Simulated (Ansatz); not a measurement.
**CH₂FNO₂Si: one molecule under many settings**

Aim: run CH₂FNO₂Si under a spread of inputs, and see what each costs and gives.

Program: Ansatz 0.2.0, Gaussian basis. Level of theory: the settings change from run to run. These are calculated values, not measurements.

### 1 The geometry

The structure was relaxed beforehand with PBE0-D4 in a triple-zeta def2 set.

SMILES `O=C1N[Si]1(O)F`, 8 atoms, charge 0, spin multiplicity 1.

Atoms are counted from 1 here; the program's logs count them from 0.

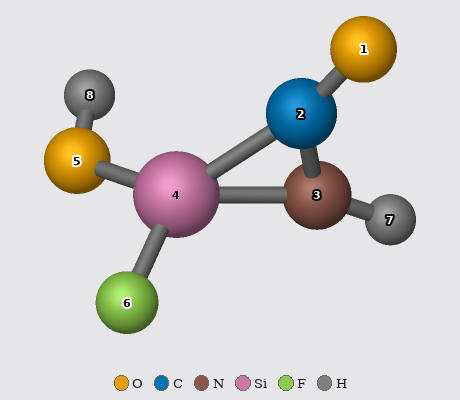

The structure; oxygen amber, carbon blue, nitrogen brown, silicon pink, fluorine green, hydrogen grey; atoms are numbered from 1 in the order of the file.

As a file:

```xyz
8

O     1.9869    1.0978    0.9773
C     0.9873    0.5624    0.6137
N     0.5669   -0.7690    0.5566
Si   -0.6947    0.2079   -0.0430
O    -1.2237    0.0992   -1.5676
F    -2.0196    0.3074    0.8063
H     1.0569   -1.6019    0.8662
H    -0.5677    0.0391   -2.2651
```

### 2 wB97X/def2-TZVP

Options: density fitting with def2-universal-jkfit, high accuracy.

Input file in.yaml:

```yaml
crystal:
  periodic: [false, false, false]
  atoms:
    - {symbol: O, position_ang: [1.986855, 1.097831, 0.977272]}
    - {symbol: C, position_ang: [0.987347, 0.562360, 0.613655]}
    - {symbol: N, position_ang: [0.566886, -0.768993, 0.556582]}
    - {symbol: Si, position_ang: [-0.694667, 0.207879, -0.042980]}
    - {symbol: O, position_ang: [-1.223704, 0.099183, -1.567627]}
    - {symbol: F, position_ang: [-2.019562, 0.307373, 0.806261]}
    - {symbol: H, position_ang: [1.056851, -1.601878, 0.866192]}
    - {symbol: H, position_ang: [-0.567707, 0.039146, -2.265056]}
basis:
  gaussian: {orbitals: def2-TZVP, fitting: {mean_field: def2-universal-jkfit}}
hamiltonian: {xc: {name: wB97X}}
accuracy: high
output: {forces: true}
```

The run is started by

```sh
$ ansatz run in.yaml --threads 4 --pin off --events-out ev --progress --plain --max-ram 10444MiB
```

Standard output, cut to the lines that bear on the results:

```text
Functional definition: wB97X
  name "wB97X"
  cite "Chai & Head-Gordon, J. Chem. Phys. 128, 084106 (2008) doi:10.1063/1.2834918"
  cite "Becke, J. Chem. Phys. 107, 8554 (1997) doi:10.1063/1.475007"
[...]
  # The coefficients of nought are those of the uniform gas.
[...]
      + exact_x_lr(omega)
[...]
      + integral(e_c_pw_opposite_spin*poly(b97_u_opposite, 1, cos1, cos2, cos3, cos4))
547 factors; integrals over basis functions are off by at most 1.6e0 eV
547 factors; integrals over basis functions are off by at most 8.5e-8 eV
[...]
mean field -17252.53528924 eV, -634.0189776910 hartree, gradient 2.2e-8 eV, S^2 0.000000; 0 other end points of the search recorded, 0 dependent functions left out
[...]
reference -17252.53528605 eV, -634.0189775739 hartree; 27, 27 occupied and 177, 177 virtual orbitals, 547 factors
Total energy: -17252.53528605 eV, -634.0189775739 hartree
Atom 0 at     1.986855     1.097831     0.977272 Å, force     0.078346     0.009245     0.031991 eV/Å
Atom 1 at     0.987347     0.562360     0.613655 Å, force    -0.230717     0.080167    -0.106720 eV/Å
Atom 2 at     0.566886    -0.768993     0.556582 Å, force     0.004714    -0.149961     0.006307 eV/Å
Atom 3 at    -0.694667     0.207879    -0.042980 Å, force     0.213327    -0.125497     0.072108 eV/Å
Atom 4 at    -1.223704     0.099183    -1.567627 Å, force     0.102906     0.036006    -0.024700 eV/Å
Atom 5 at    -2.019562     0.307373     0.806261 Å, force    -0.053988     0.043804     0.049016 eV/Å
Atom 6 at     1.056851    -1.601878     0.866192 Å, force    -0.057038     0.106404    -0.033404 eV/Å
Atom 7 at    -0.567707     0.039146    -2.265056 Å, force    -0.057550    -0.000169     0.005402 eV/Å
Dipole moment:    -0.088983    -0.513845    -0.448352 e Å
```

It took 17 s on 4 threads of Arm Neoverse V1, shared host; peak memory 0.69 GiB.

Largest force 0.267 eV/Å, dipole 3.30 D.

### 3 wB97X-V/def2-mTZVP

Options: atoms shaken by 0.03 Å, the search for lower states set to light.

Input file in.yaml:

```yaml
crystal:
  periodic: [false, false, false]
  atoms:
    - {symbol: O, position_ang: [1.984136, 1.060625, 0.989839]}
    - {symbol: C, position_ang: [0.995674, 0.558982, 0.644622]}
    - {symbol: N, position_ang: [0.583063, -0.788341, 0.574222]}
    - {symbol: Si, position_ang: [-0.667489, 0.218872, -0.030567]}
    - {symbol: O, position_ang: [-1.193946, 0.167924, -1.565612]}
    - {symbol: F, position_ang: [-2.039770, 0.326566, 0.818071]}
    - {symbol: H, position_ang: [1.053642, -1.595080, 0.831605]}
    - {symbol: H, position_ang: [-0.616784, -0.005335, -2.244845]}
basis:
  gaussian: {orbitals: def2-mTZVP}
hamiltonian: {xc: {name: wB97X-V}}
scf: {lower_state_search: light}
output: {forces: true}
```

Launched as before.

Standard output, cut to the lines that bear on the results:

```text
Functional definition: wB97X-V
  name "wB97X-V"
  cite "Mardirossian & Head-Gordon, Phys. Chem. Chem. Phys. 16, 9904 (2014) doi:10.1039/C3CP54374A"
  cite "Becke, J. Chem. Phys. 107, 8554 (1997) doi:10.1063/1.475007"
  cite "Vydrov & Van Voorhis, J. Chem. Phys. 133, 244103 (2010) doi:10.1063/1.3521275"
[...]
      + integral(e_c_pw_opposite_spin*poly(b97_u_opposite, cos0, cos1)) + vv10(b, c)
1080 factors; their error is unknown
311 factors; integrals over basis functions are off by at most 1.4e-5 eV
[...]
mean field -17249.35927254 eV, -633.9022612300 hartree, gradient 2.2e-5 eV, S^2 0.000000; 0 other end points of the search recorded, 0 dependent functions left out
[...]
reference -17249.35927084 eV, -633.9022611678 hartree; 27, 27 occupied and 106, 106 virtual orbitals, 1080 factors
Total energy: -17249.35927084 eV, -633.9022611678 hartree
Atom 0 at     1.984136     1.060625     0.989839 Å, force     2.982745     1.755494     1.092176 eV/Å
Atom 1 at     0.995674     0.558982     0.644622 Å, force    -2.339519    -1.570557    -0.856132 eV/Å
Atom 2 at     0.583063    -0.788341     0.574222 Å, force    -1.689413     2.163560    -0.910251 eV/Å
Atom 3 at    -0.667489     0.218872    -0.030567 Å, force    -0.941906    -0.282107     0.433788 eV/Å
Atom 4 at    -1.193946     0.167924    -1.565612 Å, force    -2.306242     0.629505     2.657482 eV/Å
Atom 5 at    -2.039770     0.326566     0.818071 Å, force     0.773214    -0.015475    -0.443048 eV/Å
Atom 6 at     1.053642    -1.595080     0.831605 Å, force     1.216364    -2.040283     0.683227 eV/Å
Atom 7 at    -0.616784    -0.005335    -2.244845 Å, force     2.304756    -0.640136    -2.657242 eV/Å
Dipole moment:    -0.013950    -0.497789    -0.458353 e Å
```

It took 5.5 s on 4 threads of Arm Neoverse V1, shared host; peak memory 0.41 GiB.

Largest force 3.629 eV/Å, dipole 3.25 D.

### 4 r2SCAN50/cc-pVTZ-DK

Options: density fitting with cc-pVTZ-jkfit, D3(BJ) with three-body dispersion, the search for lower states set to off.

Input file in.yaml:

```yaml
crystal:
  periodic: [false, false, false]
  atoms:
    - {symbol: O, position_ang: [1.986855, 1.097831, 0.977272]}
    - {symbol: C, position_ang: [0.987347, 0.562360, 0.613655]}
    - {symbol: N, position_ang: [0.566886, -0.768993, 0.556582]}
    - {symbol: Si, position_ang: [-0.694667, 0.207879, -0.042980]}
    - {symbol: O, position_ang: [-1.223704, 0.099183, -1.567627]}
    - {symbol: F, position_ang: [-2.019562, 0.307373, 0.806261]}
    - {symbol: H, position_ang: [1.056851, -1.601878, 0.866192]}
    - {symbol: H, position_ang: [-0.567707, 0.039146, -2.265056]}
basis:
  gaussian: {orbitals: cc-pVTZ-DK, fitting: {mean_field: cc-pVTZ-jkfit}}
hamiltonian: {xc: {name: r2SCAN50}, dispersion: d3bjatm}
scf: {lower_state_search: off}
output: {forces: true}
```

Same command.

Standard output, cut to the lines that bear on the results:

```text
Functional definition: r2SCAN50
  name "r2SCAN50"
  cite "Bursch, Neugebauer, Ehlert & Grimme, J. Chem. Phys. 156, 134105 (2022) doi:10.1063/5.0086040"
  cite "Furness, Kaplan, Ning, Perdew & Sun, J. Phys. Chem. Lett. 11, 8208 (2020) doi:10.1021/acs.jpclett.0c02405"
  cite "Furness, Kaplan, Ning, Perdew & Sun, J. Phys. Chem. Lett. 11, 9248 (2020) doi:10.1021/acs.jpclett.0c03077"
  parent r2scan
[...]
576 factors; integrals over basis functions are off by at most 8.4e-1 eV
[...]
mean field -17269.26047882 eV, -634.6336170713 hartree, gradient 4.7e-6 eV, S^2 0.000000; 0 other end points of the search recorded, 0 dependent functions left out
[...]
reference -17269.26048440 eV, -634.6336172766 hartree; 27, 27 occupied and 185, 185 virtual orbitals, 576 factors
Total energy: -17269.31714992 eV, -634.6356996961 hartree
Relativity: scalar
Atom 0 at     1.986855     1.097831     0.977272 Å, force    -1.006634    -0.562495    -0.364538 eV/Å
Atom 1 at     0.987347     0.562360     0.613655 Å, force     0.539166     0.001937     0.222246 eV/Å
Atom 2 at     0.566886    -0.768993     0.556582 Å, force     0.163914     0.315015     0.055384 eV/Å
Atom 3 at    -0.694667     0.207879    -0.042980 Å, force    -0.083333    -0.242103     0.032297 eV/Å
Atom 4 at    -1.223704     0.099183    -1.567627 Å, force     0.621428     0.030426     0.013574 eV/Å
Atom 5 at    -2.019562     0.307373     0.806261 Å, force     0.456206    -0.003113    -0.299003 eV/Å
Atom 6 at     1.056851    -1.601878     0.866192 Å, force    -0.238638     0.420025    -0.151048 eV/Å
Atom 7 at    -0.567707     0.039146    -2.265056 Å, force    -0.452110     0.040308     0.491089 eV/Å
Dipole moment:    -0.105250    -0.510386    -0.461671 e Å
Checks for a lower state left out: stability, starts, cluster_reference, orbital_swaps, neighbouring_geometries, increment
```

It took 3.1 s on 4 threads of Arm Neoverse V1, shared host; peak memory 0.31 GiB.

Largest force 1.209 eV/Å, dipole 3.34 D.

### 5 PBE0-DH/x2c-TZVPPall

Options: unrestricted orbitals.

Changes to in.yaml since step 4:

```diff
@@ -12,5 +12,5 @@
 basis:
-  gaussian: {orbitals: cc-pVTZ-DK, fitting: {mean_field: cc-pVTZ-jkfit}}
-hamiltonian: {xc: {name: r2SCAN50}, dispersion: d3bjatm}
-scf: {lower_state_search: off}
+  gaussian: {orbitals: x2c-TZVPPall}
+magnetization: {spin_polarized: true, initial_magnetization: 0}
+hamiltonian: {xc: {name: PBE0-DH}}
 output: {forces: true}
```

Same command.

Standard output, cut to the lines that bear on the results:

```text
Functional definition: PBE0-DH
  name "PBE0-DH"
  cite "Brémond & Adamo, J. Chem. Phys. 135, 024106 (2011) doi:10.1063/1.3604569"
  cite "Perdew, Burke & Ernzerhof, Phys. Rev. Lett. 77, 3865 (1996) doi:10.1103/PhysRevLett.77.3865"
[...]
1417 factors; integrals over basis functions are off by at most 1.0e-3 eV
[...]
mean field -17259.24088956 eV, -634.2654039578 hartree, gradient 8.4e-6 eV, S^2 0.000000; 0 other end points of the search recorded, 0 dependent functions left out
10 core orbitals not correlated: weight in the atoms' cores, before any rotation towards them, 1.000 or more for the frozen orbitals, at most 0.000 for the correlated occupied ones
reference -17259.24090610 eV, -634.2654045656 hartree; 17, 17 occupied and 198, 198 virtual orbitals, 1417 factors
second order -39.26724110 eV of doubles, -0.00000000 eV of singles
[...]
Total energy: -17264.14931124 eV, -634.4457851273 hartree
Relativity: scalar
Atom 0 at     1.986855     1.097831     0.977272 Å, force    -0.245831    -0.137874    -0.088821 eV/Å
Atom 1 at     0.987347     0.562360     0.613655 Å, force     0.058374     0.014671     0.022937 eV/Å
Atom 2 at     0.566886    -0.768993     0.556582 Å, force     0.015381     0.028794     0.011720 eV/Å
Atom 3 at    -0.694667     0.207879    -0.042980 Å, force    -0.077594    -0.128622     0.030425 eV/Å
Atom 4 at    -1.223704     0.099183    -1.567627 Å, force     0.291330     0.018919     0.030811 eV/Å
Atom 5 at    -2.019562     0.307373     0.806261 Å, force     0.278653    -0.003029    -0.190962 eV/Å
Atom 6 at     1.056851    -1.601878     0.866192 Å, force    -0.107351     0.185632    -0.067965 eV/Å
Atom 7 at    -0.567707     0.039146    -2.265056 Å, force    -0.212963     0.021509     0.251855 eV/Å
Dipole moment:    -0.086819    -0.509925    -0.444689 e Å
```

Run time: 25 s. Hardware: 4 threads of Arm Neoverse V1, shared host; peak memory 1.1 GiB.

Largest force 0.338 eV/Å, dipole 3.28 D, ⟨S²⟩ 0.000.

### 6 SPW92/cc-pVTZ-DK

Options: multiplicity 3, atoms shaken by 0.15 Å, the search for lower states set to full.

Input file in.yaml:

```yaml
crystal:
  periodic: [false, false, false]
  atoms:
    - {symbol: O, position_ang: [1.985728, 1.189707, 0.993488]}
    - {symbol: C, position_ang: [0.949960, 0.456333, 0.659982]}
    - {symbol: N, position_ang: [0.587489, -0.633178, 0.538251]}
    - {symbol: Si, position_ang: [-0.764811, 0.361660, -0.132765]}
    - {symbol: O, position_ang: [-1.246424, 0.066176, -1.558607]}
    - {symbol: F, position_ang: [-2.070050, 0.271151, 0.702887]}
    - {symbol: H, position_ang: [1.145176, -1.732535, 0.955945]}
    - {symbol: H, position_ang: [-0.510122, -0.047826, -2.296930]}
basis:
  gaussian: {orbitals: cc-pVTZ-DK}
magnetization: {spin_polarized: true, initial_magnetization: 2}
hamiltonian: {xc: {name: SPW92}}
scf: {lower_state_search: full}
output: {forces: true}
```

Launched as before.

Standard output, cut to the lines that bear on the results:

```text
Functional definition: SPW92
  name "SPW92"
  cite "Dirac, Proc. Camb. Phil. Soc. 26, 376 (1930) doi:10.1017/S0305004100016108"
  cite "Slater, Phys. Rev. 81, 385 (1951) doi:10.1103/PhysRev.81.385"
  cite "Perdew & Wang, Phys. Rev. B 45, 13244 (1992) doi:10.1103/PhysRevB.45.13244"
[...]
1212 factors; their error is unknown
[...]
mean field -17172.59452246 eV, -631.0812086978 hartree, gradient 3.5e-5 eV, S^2 2.003892; 12 other end points of the search recorded, 0 dependent functions left out
[...]
reference -17172.59455452 eV, -631.0812098761 hartree; 28, 26 occupied and 184, 186 virtual orbitals, 1212 factors
Total energy: -17172.59455452 eV, -631.0812098761 hartree
Relativity: scalar
Atom 0 at     1.985728     1.189707     0.993488 Å, force    -4.694785    -2.265545    -1.339531 eV/Å
Atom 1 at     0.949960     0.456333     0.659982 Å, force    11.114159    11.537428     3.520323 eV/Å
Atom 2 at     0.587489    -0.633178     0.538251 Å, force    -3.859183   -10.492527    -0.777213 eV/Å
Atom 3 at    -0.764811     0.361660    -0.132765 Å, force     0.154099     2.186875     1.946859 eV/Å
Atom 4 at    -1.246424     0.066176    -1.558607 Å, force     1.238937    -1.689789    -5.988592 eV/Å
Atom 5 at    -2.070050     0.271151     0.702887 Å, force    -1.240295    -0.607909     1.497736 eV/Å
Atom 6 at     1.145176    -1.732535     0.955945 Å, force    -0.734396     1.080387    -0.548448 eV/Å
Atom 7 at    -0.510122    -0.047826    -2.296930 Å, force    -1.978536     0.251081     1.688866 eV/Å
Dipole moment:     0.112977    -0.418431    -0.394928 e Å
```

It took 12 s on 4 threads of Arm Neoverse V1, shared host; peak memory 0.6 GiB.

Largest force 16.402 eV/Å, dipole 2.82 D, ⟨S²⟩ 2.004.

[end of part 1 of 2]
